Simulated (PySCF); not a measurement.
## B$_{2}$H$_{5}$ (charge −1): geometry relaxation (part 3 of 4)

Continued. System: B$_{2}$H$_{5}$, charge −1. Method: MP2/6-31G*, RHF (PySCF 2.14.0). The geometry comes from this level: GFN2-xTB.

Geometry of the input (Å):
```
B  0.2100  -0.8136  0.4743
B  -0.1199  0.6135  -0.3494
H  1.2622  -1.1283  0.9690
H  -0.6063  -1.6782  0.6575
H  -0.5315  0.3716  -1.4951
H  -1.0422  1.2301  0.2075
H  0.8278  1.4050  -0.4638
```

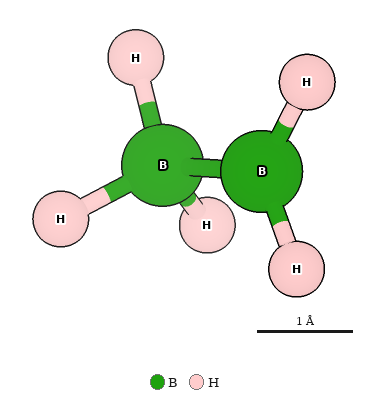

Figure 1. The structure as given in the input (ball-and-stick view, seen at a tilt).

## Log, continued
```
--------------- RMP2_Scanner gradients ---------------
         x                y                z
0 B     0.0013221460    -0.0094497732    -0.0000339500
1 B     0.0034275744    -0.0156279246     0.0222943885
2 H     0.0022743497     0.0063883974    -0.0055050855
3 H    -0.0052315017     0.0065708668    -0.0013014424
4 H     0.0105143414     0.0091140607     0.0039960382
5 H    -0.0020946474    -0.0029977662    -0.0072413303
6 H    -0.0102122624     0.0060021391    -0.0122086186
----------------------------------------------
cycle 16: E = -52.3902815252  dE = -0.0035333  norm(grad) = 0.0394634
Step   15 : Displace = 1.833e-01/2.577e-01 (rms/max) Trust = 2.990e-01 (+) Grad = 1.492e-02/2.744e-02 (rms/max) E (change) = -52.3902815252 (-3.533e-03) Quality = 0.316
Hessian Eigenvalues: 2.35480e-02 3.24995e-02 4.69053e-02 ... 2.28635e-01 2.32544e-01 2.95916e-01

Geometry optimization cycle 17
Cartesian coordinates (Angstrom)
 Atom        New coordinates             dX        dY        dZ
   B   0.160817  -0.715317   0.423064    0.005907  0.041757 -0.005092
   B   0.048944   0.518585  -0.628649   -0.068640  0.050074 -0.023242
   H   0.962538  -0.769861   1.342724   -0.044044 -0.028257  0.051541
   H  -0.655098  -1.623656   0.459508    0.114466 -0.079586 -0.028303
   H  -0.809586   0.612826  -1.496130   -0.077219 -0.044953 -0.050206
   H  -0.555123   0.530084   0.550302    0.000066  0.112333  0.007392
   H   0.847518   1.447339  -0.650819    0.069465 -0.051368  0.047911
converged SCF energy = -52.2134588660277
E(RMP2_Scanner) = -52.3956163441829  E_corr = -0.182157478155292
E(SCS-RMP2_Scanner) = -52.4026183566426  E_corr = -0.189159490614912
--------------- RMP2_Scanner gradients ---------------
         x                y                z
0 B     0.0030434109    -0.0028865288     0.0030257055
1 B    -0.0077389505    -0.0002719759     0.0081701927
2 H     0.0000054740    -0.0025846569     0.0007869309
3 H     0.0016397488    -0.0018652172    -0.0007145902
4 H     0.0003365050     0.0018578375    -0.0027374556
5 H     0.0009110842     0.0051223409    -0.0061597400
6 H     0.0018027276     0.0006282004    -0.0023710432
----------------------------------------------
cycle 17: E = -52.3956163442  dE = -0.00533482  norm(grad) = 0.0158991
Step   16 : Displace = 9.720e-02/1.212e-01 (rms/max) Trust = 2.990e-01 (=) Grad = 6.009e-03/1.126e-02 (rms/max) E (change) = -52.3956163442 (-5.335e-03) Quality = 0.793
Hessian Eigenvalues: 2.29734e-02 3.44900e-02 5.00000e-02 ... 2.29730e-01 2.34741e-01 3.21613e-01

Geometry optimization cycle 18
Cartesian coordinates (Angstrom)
 Atom        New coordinates             dX        dY        dZ
   B   0.149968  -0.692118   0.411371   -0.010848  0.023198 -0.011692
   B   0.068502   0.509315  -0.658658    0.019558 -0.009270 -0.030009
   H   0.947099  -0.732868   1.335920   -0.015439  0.036993 -0.006804
   H  -0.681193  -1.583912   0.463645   -0.026096  0.039744  0.004137
   H  -0.825173   0.621454  -1.484047   -0.015587  0.008628  0.012083
   H  -0.503595   0.426634   0.560451    0.051528 -0.103450  0.010149
   H   0.844404   1.451496  -0.628682   -0.003114  0.004157  0.022137
converged SCF energy = -52.2121863231775
E(RMP2_Scanner) = -52.395665468723  E_corr = -0.183479145545478
E(SCS-RMP2_Scanner) = -52.4024012871872  E_corr = -0.190214964009702
--------------- RMP2_Scanner gradients ---------------
         x                y                z
0 B    -0.0042964803     0.0140146997    -0.0014846048
1 B    -0.0056458994    -0.0008105138     0.0060016157
2 H    -0.0014585024    -0.0006962881     0.0018391226
3 H     0.0004996689     0.0002032848     0.0005673676
4 H    -0.0002423733     0.0004794485    -0.0015504222
5 H     0.0096449977    -0.0124631945    -0.0050234743
6 H     0.0014985889    -0.0007274367    -0.0003496047
----------------------------------------------
cycle 18: E = -52.3956654687  dE = -4.91245e-05  norm(grad) = 0.0239043
Step   17 : Displace = 5.397e-02/1.149e-01 (rms/max) Trust = 3.000e-01 (+) Grad = 9.035e-03/1.654e-02 (rms/max) E (change) = -52.3956654687 (-4.912e-05) Quality = 0.038
Hessian Eigenvalues: 2.37773e-02 3.38379e-02 5.00000e-02 ... 2.29563e-01 2.87326e-01 5.04364e-01

Geometry optimization cycle 19
Cartesian coordinates (Angstrom)
 Atom        New coordinates             dX        dY        dZ
   B   0.152374  -0.710402   0.411776    0.002405 -0.018283  0.000405
   B   0.075530   0.505771  -0.647883    0.007029 -0.003544  0.010775
   H   0.958388  -0.735045   1.326693    0.011289 -0.002178 -0.009227
   H  -0.682386  -1.598412   0.460421   -0.001193 -0.014500 -0.003225
   H  -0.811479   0.602710  -1.480414    0.013694 -0.018744  0.003633
   H  -0.536604   0.482335   0.562379   -0.033008  0.055702  0.001929
   H   0.844187   1.453042  -0.632972   -0.000216  0.001547 -0.004290
converged SCF energy = -52.2140674510414
E(RMP2_Scanner) = -52.3967336606098  E_corr = -0.182666209568442
E(SCS-RMP2_Scanner) = -52.4036246045348  E_corr = -0.189557153493461
--------------- RMP2_Scanner gradients ---------------
         x                y                z
0 B     0.0008848022    -0.0007668353    -0.0018647701
1 B    -0.0009130260    -0.0013168418     0.0037726866
2 H    -0.0006093114     0.0007604395     0.0000648702
3 H     0.0000776405     0.0001240418    -0.0001673891
4 H    -0.0000123099     0.0001551085     0.0000775026
5 H     0.0005235172     0.0011834554    -0.0014051928
6 H     0.0000486873    -0.0001393681    -0.0004777074
----------------------------------------------
cycle 19: E = -52.3967336606  dE = -0.00106819  norm(grad) = 0.00515575
Step   18 : Displace = 2.832e-02/6.324e-02 (rms/max) Trust = 2.699e-02 (-) Grad = 1.949e-03/4.099e-03 (rms/max) E (change) = -52.3967336606 (-1.068e-03) Quality = 0.762
Hessian Eigenvalues: 2.43225e-02 3.37376e-02 5.00000e-02 ... 2.30615e-01 2.96303e-01 5.40849e-01

Geometry optimization cycle 20
Cartesian coordinates (Angstrom)
 Atom        New coordinates             dX        dY        dZ
   B   0.151115  -0.709248   0.415046   -0.001259  0.001154  0.003270
   B   0.077816   0.506310  -0.652749    0.002286  0.000539 -0.004865
   H   0.962530  -0.739645   1.325580    0.004142 -0.004600 -0.001113
   H  -0.686046  -1.595369   0.463821   -0.003660  0.003043  0.003400
   H  -0.810812   0.604665  -1.483367    0.000667  0.001955 -0.002952
   H  -0.536870   0.476252   0.563021   -0.000267 -0.006083  0.000641
   H   0.842277   1.457034  -0.631353   -0.001910  0.003992  0.001619
converged SCF energy = -52.21411848681
E(RMP2_Scanner) = -52.3967915608641  E_corr = -0.182673074054137
E(SCS-RMP2_Scanner) = -52.4036931164624  E_corr = -0.18957462965239
--------------- RMP2_Scanner gradients ---------------
         x                y                z
0 B     0.0006176792    -0.0012613916    -0.0001285269
1 B    -0.0006212726     0.0001758817     0.0013996290
2 H    -0.0002344019     0.0003917586     0.0001365084
3 H    -0.0001403590     0.0001572560    -0.0000560174
4 H    -0.0000537459     0.0001601548     0.0000022054
5 H     0.0004495104     0.0003471347    -0.0010969398
6 H    -0.0000174102     0.0000292057    -0.0002568587
----------------------------------------------
cycle 20: E = -52.3967915609  dE = -5.79003e-05  norm(grad) = 0.00250223
Step   19 : Displace = 5.138e-03/6.191e-03 (rms/max) Trust = 3.816e-02 (+) Grad = 9.458e-04/1.541e-03 (rms/max) E (change) = -52.3967915609 (-5.790e-05) Quality = 1.349
Hessian Eigenvalues: 2.27439e-02 2.49330e-02 5.00000e-02 ... 2.41347e-01 2.93218e-01 5.26544e-01

Geometry optimization cycle 21
Cartesian coordinates (Angstrom)
 Atom        New coordinates             dX        dY        dZ
   B   0.148297  -0.705071   0.417084   -0.002817  0.004177  0.002037
   B   0.079843   0.505151  -0.656252    0.002026 -0.001159 -0.003503
   H   0.965314  -0.741129   1.322520    0.002784 -0.001484 -0.003060
   H  -0.687706  -1.592436   0.464998   -0.001660  0.002934  0.001177
   H  -0.809051   0.603075  -1.486160    0.001761 -0.001590 -0.002793
   H  -0.539094   0.473325   0.566470   -0.002223 -0.002928  0.003449
   H   0.842407   1.457085  -0.628659    0.000130  0.000051  0.002694
converged SCF energy = -52.2141593001979
E(RMP2_Scanner) = -52.3968136410802  E_corr = -0.182654340882252
E(SCS-RMP2_Scanner) = -52.4037161388279  E_corr = -0.189556838630035
--------------- RMP2_Scanner gradients ---------------
         x                y                z
0 B     0.0001594242    -0.0000417040     0.0000150237
1 B    -0.0001563760     0.0000852030     0.0001655437
2 H    -0.0000092675     0.0000890741     0.0000153799
3 H    -0.0001405612     0.0001781423    -0.0000188612
4 H    -0.0000244640    -0.0000511268     0.0000653870
5 H     0.0001922073    -0.0002156760    -0.0003359031
6 H    -0.0000209628    -0.0000439127     0.0000934301
----------------------------------------------
cycle 21: E = -52.3968136411  dE = -2.20802e-05  norm(grad) = 0.000601231
Step   20 : Displace = 4.199e-03/5.363e-03 (rms/max) Trust = 5.397e-02 (+) Grad = 2.272e-04/4.430e-04 (rms/max) E (change) = -52.3968136411 (-2.208e-05) Quality = 1.086
Hessian Eigenvalues: 1.90447e-02 2.70311e-02 5.00000e-02 ... 2.41124e-01 2.94208e-01 5.59785e-01

Geometry optimization cycle 22
Cartesian coordinates (Angstrom)
 Atom        New coordinates             dX        dY        dZ
   B   0.147079  -0.704401   0.418025   -0.001218  0.000670  0.000941
   B   0.079870   0.505080  -0.656664    0.000028 -0.000071 -0.000412
   H   0.964977  -0.741548   1.322679   -0.000337 -0.000419  0.000159
   H  -0.686371  -1.594373   0.465073    0.001335 -0.001938  0.000076
   H  -0.808416   0.603523  -1.487147    0.000635  0.000448 -0.000987
   H  -0.539845   0.474786   0.567759   -0.000751  0.001461  0.001289
   H   0.842715   1.456933  -0.629724    0.000308 -0.000151 -0.001065
converged SCF energy = -52.2141925714785
E(RMP2_Scanner) = -52.396815636222  E_corr = -0.182623064743534
E(SCS-RMP2_Scanner) = -52.4037241555384  E_corr = -0.189531584059966
--------------- RMP2_Scanner gradients ---------------
         x                y                z
0 B    -0.0000209274     0.0000203653     0.0001531041
1 B    -0.0001015881     0.0000988737    -0.0000696528
2 H     0.0000132777    -0.0000225536     0.0000020554
3 H    -0.0000169451    -0.0000253154    -0.0000179149
4 H     0.0000205285    -0.0000091030     0.0000344041
5 H     0.0001117751    -0.0000547352    -0.0001352832
6 H    -0.0000061207    -0.0000075317     0.0000332873
----------------------------------------------
cycle 22: E = -52.3968156362  dE = -1.99514e-06  norm(grad) = 0.000296413
Step   21 : Displace = 1.487e-03/2.332e-03 (rms/max) Trust = 7.633e-02 (+) Grad = 1.120e-04/1.838e-04 (rms/max) E (change) = -52.3968156362 (-1.995e-06) Quality = 1.084
Hessian Eigenvalues: 2.01242e-02 2.78965e-02 5.00000e-02 ... 2.45445e-01 2.93335e-01 5.22690e-01

Geometry optimization cycle 23
Cartesian coordinates (Angstrom)
 Atom        New coordinates             dX        dY        dZ
   B   0.146972  -0.704379   0.417893   -0.000107  0.000022 -0.000131
   B   0.080040   0.504941  -0.656557    0.000169 -0.000138  0.000108
   H   0.964901  -0.741366   1.322512   -0.000076  0.000182 -0.000167
   H  -0.686343  -1.594374   0.465135    0.000029 -0.000001  0.000062
   H  -0.808117   0.603376  -1.487359    0.000299 -0.000147 -0.000212
   H  -0.540377   0.475000   0.568259   -0.000533  0.000214  0.000500
   H   0.842934   1.456801  -0.629883    0.000219 -0.000132 -0.000159
converged SCF energy = -52.2142028936911
E(RMP2_Scanner) = -52.3968158488462  E_corr = -0.182612955155117
E(SCS-RMP2_Scanner) = -52.4037259162793  E_corr = -0.189523022588217
--------------- RMP2_Scanner gradients ---------------
         x                y                z
0 B    -0.0000131552     0.0000152681     0.0000092761
1 B     0.0000087714    -0.0000158524    -0.0000041643
2 H     0.0000043780    -0.0000036263    -0.0000100364
3 H     0.0000005843    -0.0000006139    -0.0000050851
4 H    -0.0000059584    -0.0000098396     0.0000045798
5 H     0.0000087265     0.0000094590    -0.0000109115
6 H    -0.0000033466     0.0000052051     0.0000163415
----------------------------------------------
cycle 23: E = -52.3968158488  dE = -2.12624e-07  norm(grad) = 4.17222e-05
Step   22 : Displace = 3.545e-04/7.760e-04 (rms/max) Trust = 1.079e-01 (+) Grad = 1.577e-05/2.219e-05 (rms/max) E (change) = -52.3968158488 (-2.126e-07) Quality = 1.086
Hessian Eigenvalues: 2.03756e-02 2.80174e-02 4.99998e-02 ... 2.57255e-01 2.99399e-01 5.27763e-01

Geometry optimization cycle 24
Cartesian coordinates (Angstrom)
 Atom        New coordinates             dX        dY        dZ
   B   0.147005  -0.704424   0.417857    0.000032 -0.000045 -0.000036
   B   0.079998   0.504970  -0.656533   -0.000042  0.000029  0.000024
   H   0.964850  -0.741345   1.322572   -0.000052  0.000021  0.000060
   H  -0.686306  -1.594420   0.465187    0.000037 -0.000046  0.000052
   H  -0.808094   0.603511  -1.487396    0.000023  0.000135 -0.000037
   H  -0.540434   0.474960   0.568298   -0.000056 -0.000041  0.000039
   H   0.842992   1.456748  -0.629985    0.000057 -0.000053 -0.000102
converged SCF energy = -52.2142038464775
E(RMP2_Scanner) = -52.3968158540696  E_corr = -0.182612007592097
E(SCS-RMP2_Scanner) = -52.4037261794775  E_corr = -0.189522332999957
--------------- RMP2_Scanner gradients ---------------
         x                y                z
0 B    -0.0000021931     0.0000017169    -0.0000012968
1 B     0.0000021154    -0.0000074119     0.0000003746
2 H     0.0000010210    -0.0000024695    -0.0000010315
3 H     0.0000012900     0.0000000897    -0.0000004477
4 H    -0.0000014074    -0.0000017181    -0.0000005278
5 H     0.0000016406     0.0000077993    -0.0000015392
6 H    -0.0000024665     0.0000019937     0.0000044685
----------------------------------------------
cycle 24: E = -52.3968158541  dE = -5.22344e-09  norm(grad) = 1.34237e-05
Step   23 : Displace = 9.436e-05/1.367e-04 (rms/max) Trust = 1.527e-01 (+) Grad = 5.074e-06/8.117e-06 (rms/max) E (change) = -52.3968158541 (-5.223e-09) Quality = 0.646
Hessian Eigenvalues: 1.94050e-02 2.76415e-02 4.99985e-02 ... 2.51529e-01 3.01754e-01 5.33318e-01

Geometry optimization cycle 25
Cartesian coordinates (Angstrom)
 Atom        New coordinates             dX        dY        dZ
   B   0.147005  -0.704436   0.417849    0.000000 -0.000012 -0.000008
   B   0.079990   0.504982  -0.656528   -0.000007  0.000012  0.000005
   H   0.964838  -0.741313   1.322578   -0.000012  0.000032  0.000006
   H  -0.686309  -1.594430   0.465207   -0.000003 -0.000010  0.000020
   H  -0.808087   0.603566  -1.487396    0.000006  0.000055 -0.000000
   H  -0.540458   0.474909   0.568307   -0.000025 -0.000051  0.000010
   H   0.843032   1.456723  -0.630017    0.000040 -0.000026 -0.000032
converged SCF energy = -52.2142038372252
E(RMP2_Scanner) = -52.3968158567689  E_corr = -0.182612019543788
E(SCS-RMP2_Scanner) = -52.4037261984859  E_corr = -0.189522361260707
--------------- RMP2_Scanner gradients ---------------
         x                y                z
0 B    -0.0000003496    -0.0000008178    -0.0000014629
1 B    -0.0000001119    -0.0000010590     0.0000004829
2 H     0.0000000263    -0.0000001816     0.0000002705
3 H    -0.0000000584     0.0000001056     0.0000006291
4 H     0.0000006014     0.0000000918    -0.0000005897
5 H     0.0000007041     0.0000010287     0.0000006399
6 H    -0.0000008120     0.0000008324     0.0000000301
----------------------------------------------
cycle 25: E = -52.3968158568  dE = -2.69933e-09  norm(grad) = 2.97485e-06
Step   24 : Displace = 4.023e-05/6.237e-05 (rms/max) Trust = 1.527e-01 (=) Grad = 1.124e-06/1.712e-06 (rms/max) E (change) = -52.3968158568 (-2.699e-09) Quality = 2.670
Hessian Eigenvalues: 1.98377e-02 2.69929e-02 4.99668e-02 ... 2.53301e-01 3.02009e-01 5.21908e-01

Geometry optimization cycle 26
Cartesian coordinates (Angstrom)
 Atom        New coordinates             dX        dY        dZ
   B   0.147004  -0.704434   0.417851   -0.000000  0.000002  0.000002
   B   0.079989   0.504984  -0.656527   -0.000001  0.000002  0.000000
   H   0.964838  -0.741307   1.322578    0.000000  0.000006  0.000001
   H  -0.686306  -1.594431   0.465204    0.000003 -0.000001 -0.000003
   H  -0.808091   0.603571  -1.487393   -0.000004  0.000005  0.000003
   H  -0.540466   0.474903   0.568305   -0.000008 -0.000006 -0.000002
   H   0.843042   1.456714  -0.630018    0.000011 -0.000008 -0.000001
converged SCF energy = -52.2142038152954
E(RMP2_Scanner) = -52.3968158555565  E_corr = -0.182612040261128
E(SCS-RMP2_Scanner) = -52.4037261883872  E_corr = -0.189522373091742
--------------- RMP2_Scanner gradients ---------------
         x                y                z
0 B     0.0000000405    -0.0000001335    -0.0000004537
1 B    -0.0000004142    -0.0000000714     0.0000002797
2 H    -0.0000000248    -0.0000001261     0.0000001590
3 H    -0.0000001014     0.0000000812     0.0000001745
4 H     0.0000003050    -0.0000000663    -0.0000003993
5 H     0.0000003870     0.0000000854     0.0000003240
6 H    -0.0000001921     0.0000002308    -0.0000000841
----------------------------------------------
cycle 26: E = -52.3968158556  dE = 1.21241e-09  norm(grad) = 1.08881e-06
Step   25 : Displace = 7.647e-06/1.272e-05 (rms/max) Trust = 2.159e-01 (+) Grad = 4.115e-07/5.119e-07 (rms/max) E (change) = -52.3968158556 (+1.212e-09) Quality = -30.487
Hessian Eigenvalues: 1.98377e-02 2.69929e-02 4.99668e-02 ... 2.53301e-01 3.02009e-01 5.21908e-01
Converged! =D

converged: True
B           0.14700429       -0.70443403        0.41785059
B           0.07998901        0.50498406       -0.65652726
H           0.96483787       -0.74130698        1.32257844
H          -0.68630620       -1.59443105        0.46520362
H          -0.80809116        0.60357114       -1.48739272
H          -0.54046617        0.47490257        0.56830492
H           0.84304237        1.45671430       -0.63001760
converged SCF energy = -52.214203815295
E(RMP2) = -52.3968158527967  E_corr = -0.182612037501777
E(SCS-RMP2) = -52.403726185296  E_corr = -0.189522370000995
total energy: -52.39681585 hartree
```
